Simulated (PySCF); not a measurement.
```yaml
atoms:
  - { symbol: Al, position_ang: [0.0000, 0.0000, -1.7304] }
  - { symbol: Br, position_ang: [0.0000, 0.0000, 0.5916] }
```

Method: PBE0/cc-pVTZ(-PP), non-relativistic Hamiltonian with scalar-relativistic core potentials where named, at a bond length of 2.322 Å (PySCF 2.14.0).

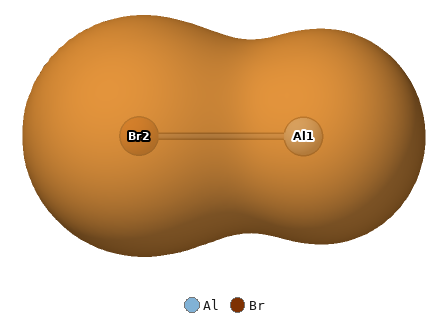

AlBr. Isosurface of the total electron density at 0.05 e/Å³ (orange), seen from one side.

How is the density connected at this value?

At this value the surface is in one piece. It bridges the sampled Al–Br (2.32 Å) contact, where the density stays above the isovalue. On the grid the lowest density along these lines, outside the cores, is 0.39 e/Å³ (Al–Br, 2.32 Å).
